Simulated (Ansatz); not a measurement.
## Dissociation curves of AlSiH5 (SMILES [H][Al]([H])[SiH3])

AlSiH5 has 7 atoms, charge 0, and is taken as a singlet. As SMILES, `[H][Al]([H])[SiH3]`. Geometry: a GFN2-xTB relaxation, a rough one for these elements and not checked as a minimum.

| atom | x (Å) | y (Å) | z (Å) |
| --- | --- | --- | --- |
| Al | 0.6880 | 1.2017 | 0.0039 |
| H | 2.2454 | 1.3650 | 0.0565 |
| H | 0.0534 | 2.6332 | -0.0166 |
| Si | -0.5174 | -0.8978 | -0.0168 |
| H | -1.8514 | -0.8364 | 0.6256 |
| H | 0.1776 | -1.9927 | 0.7011 |
| H | -0.7956 | -1.4730 | -1.3538 |

The Al1–Si4 distance is scanned; the parts on either side stay rigid. Basis STO-3G, 10 core orbitals frozen in the correlated methods; program Ansatz 0.2.0. FCI is exact within this basis and core. Energies in eV from each method's value at 2.421 Å; methods without a U are spin-restricted. The shape above is that at 2.421 Å.

```
distance (Å)  SVWN5  revPBE  CAM-B3LYP  wB97X  CCSDT(Q)   FCI
       2.421   0.00    0.00       0.00   0.00      0.00  0.00
       3.026   2.08    1.93       2.25   2.39      2.12  2.12
       3.631   4.21    3.96       4.69   4.99      3.97  3.97
       4.842   5.95    5.61       6.93   7.48      4.58  4.59
       6.053   6.16    5.82       7.41   8.10      4.57  4.59
```

Departure from the FCI curve at its largest: SVWN5 +1.57 eV at 6.05 Å; revPBE +1.23 eV at 6.05 Å; CAM-B3LYP +2.82 eV at 6.05 Å; wB97X +3.51 eV at 6.05 Å; CCSDT(Q) -0.02 eV at 6.05 Å. Restricted functionals keep the electrons paired too, and rise too high.

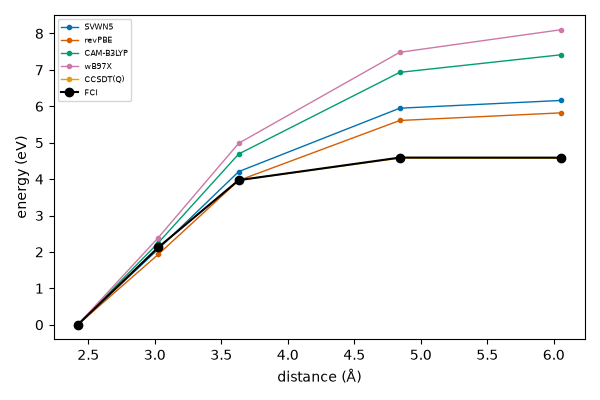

The curves of the table.
